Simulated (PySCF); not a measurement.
CH$_{6}$Cl$_{2}$Si$_{2}$, SMILES `ClC[SiH2][SiH2]Cl`.

Computed with PySCF, PBE0/6-311+G**, geometry: GFN2-xTB. No frequency check shows the geometry to be a minimum. The basis has diffuse s and p functions alone, which still leaves polarisabilities too small, most of all across bonds. GFN2-xTB bond lengths at metals and heavier atoms can be off by up to 0.1 Å and shapes distorted, which carries into these values.

Geometry (Å), atoms numbered from 1:

```
Cl1      2.2279    0.9934    0.3574
C2       1.7075   -0.1285   -0.9338
Si3      0.4994   -1.4063   -0.1703
Si4     -1.2829   -0.3044    0.8263
Cl5     -2.3111    0.7659   -0.5536
H6       1.2491    0.4815   -1.7092
H7       2.6113   -0.5767   -1.3391
H8       0.1591   -2.3094   -1.2808
H9       1.2809   -2.1789    0.7998
H10     -0.9154    0.6423    1.8789
H11     -2.2453   -1.2452    1.4054
```

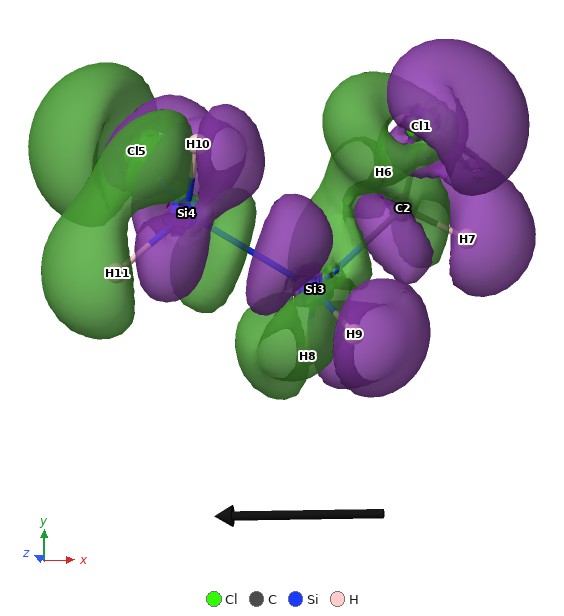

Change of the electron density in a uniform field of 0.21 V/Å along −x (arrow), surfaces at ±0.001 e/Å³ (purple: gain, green: loss).

**What dipole is induced, and what polarisability does it imply?**

The induced dipole is 0.94 D (along the field); α along this axis, from the fields in both directions, is 93 bohr³ (13.7 Å³).

**Which atoms gain and lose the most charge?**

Electrons gather most on Cl1 (Hirshfeld charge changes by −0.011 e) and leave Cl5 most (+0.014 e); 0.076 electrons are displaced in all.
